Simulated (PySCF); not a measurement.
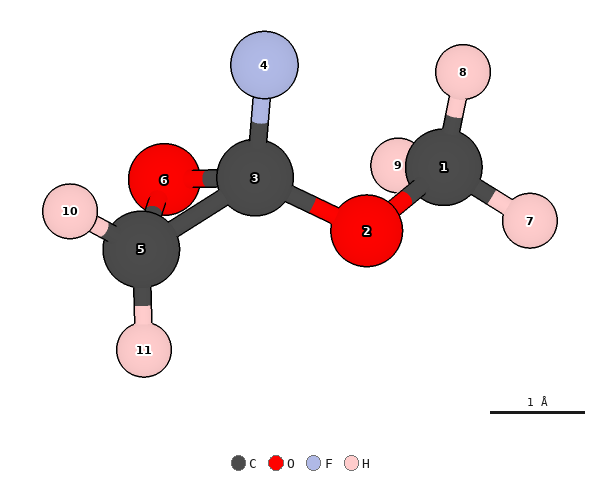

Figure 1. The structure as given in the input (ball-and-stick view, seen at a tilt; atoms are numbered from 1 in the order of the input). Bond lengths as drawn: C–C 1.46 Å, C–F 1.37 Å, C–H 1.08 to 1.09 Å and C–O 1.34 to 1.43 Å.

NMR shielding calculation, with input and output: C₃H₅FO₂

C₃H₅FO₂, computed with common gauge origin B3LYP/Sadlej pVTZ NMR shielding, non-relativistic, gas phase (PySCF 2.14.0).

Some settings of this run were made unusual or wrong on purpose. The geometry comes from this level: GFN2-xTB. Figures and captions count atoms from 1; the log counts them from 0 in places.

### Output
```
final grid: 94504 points
cycle   1  E = -367.5233288943  dE =  1.095e+00  |g| = 8.910e-01  |ddm| = 1.323e+01
cycle   2  E = -367.3092568045  dE =  2.141e-01  |g| = 1.431e+00  |ddm| = 3.109e+00
cycle   3  E = -367.6643798613  dE = -3.551e-01  |g| = 1.122e-01  |ddm| = 1.942e+00
cycle   4  E = -367.6658616554  dE = -1.482e-03  |g| = 7.245e-02  |ddm| = 3.646e-01
cycle   5  E = -367.6667836335  dE = -9.220e-04  |g| = 1.143e-02  |ddm| = 8.901e-02
cycle   6  E = -367.6668084699  dE = -2.484e-05  |g| = 3.452e-03  |ddm| = 4.459e-02
cycle   7  E = -367.6668108415  dE = -2.372e-06  |g| = 7.738e-04  |ddm| = 1.123e-02
cycle   8  E = -367.6668109456  dE = -1.041e-07  |g| = 2.694e-04  |ddm| = 1.578e-03
cycle   9  E = -367.6668109592  dE = -1.358e-08  |g| = 7.514e-05  |ddm| = 7.527e-04
cycle  10  E = -367.6668109602  dE = -9.504e-10  |g| = 2.671e-05  |ddm| = 2.056e-04
converged SCF energy = -367.6668109602

GIAO shielding tensors (ppm)
atom      isotropic    diamagn.    paramagn.     s11        s22        s33       span
  0 C        5.513      30.235     -24.722   -648.400    -64.397    729.336   1377.736
  1 O     1208.329    2176.567    -968.239   -198.598   1638.923   2184.661   2383.259
  2 C      362.630    1196.093    -833.464     66.046    437.292    584.550    518.505
  3 F     1015.524    2041.550   -1026.026   -340.271   1270.851   2115.991   2456.263
  4 C      347.451     577.067    -229.616   -534.062    483.544   1092.871   1626.933
  5 O    -1642.647   -3216.099    1573.452  -2716.780  -2435.761    224.600   2941.380
  6 H      325.822    1282.630    -956.808   -510.914    470.044   1018.335   1529.249
  7 H      278.120    1088.066    -809.946   -508.738    377.053    966.045   1474.783
  8 H     -817.935   -3485.452    2667.518  -1370.792  -1230.033    147.021   1517.813
  9 H      133.654     425.060    -291.406   -728.713    184.626    945.050   1673.763
 10 H      -16.026    -170.756     154.730   -839.290    -42.579    833.792   1673.082
```

This output came from the following input.

### Input
```
{"job": {"kind": "nmr", "xc": "B3LYP", "basis": "Sadlej pVTZ", "pop": false, "gauge": [0, 0, 50], "scf": {"max_cycle": 63}}, "charge": 0, "multiplicity": 1}
C     -1.723366     0.373495     0.081777
O     -0.373188     0.581001     0.509877
C      0.492772    -0.328981     0.049048
F      0.291267    -1.563993     0.608399
C      1.856457     0.002595    -0.344942
O      0.847318    -0.382833    -1.267189
H     -2.296637     1.178577     0.532542
H     -2.091517    -0.592907     0.432012
H     -1.784747     0.422941    -1.007516
H      2.637188    -0.729391    -0.187738
H      2.149878     1.042166    -0.392314
```

The first line tells a small driver script what to run in PySCF; the rest is the geometry in Å.

Launched with:
```bash
OMP_NUM_THREADS=1 python <driver script> task.json out
```

### What the run reported

```csv
quantity,value
outcome,converged
total energy,−367.666811 hartree
HOMO,−8.33 eV
LUMO,−0.12 eV
dipole moment,1.13 D
"isotropic shielding, C",5.5 to 362.6 ppm
"isotropic shielding, O",−1642.6 to 1208.3 ppm
"isotropic shielding, F",1015.5 ppm
"isotropic shielding, H",−817.9 to 325.8 ppm
hardware,"1 CPU thread, shared host"
wall time,16 s
peak memory,0.69 GiB
```

Some settings of this run were drawn to be unusual or wrong; see gauge = [0, 0, 50]. It converged; results that depend on the unusual settings are not reference values.
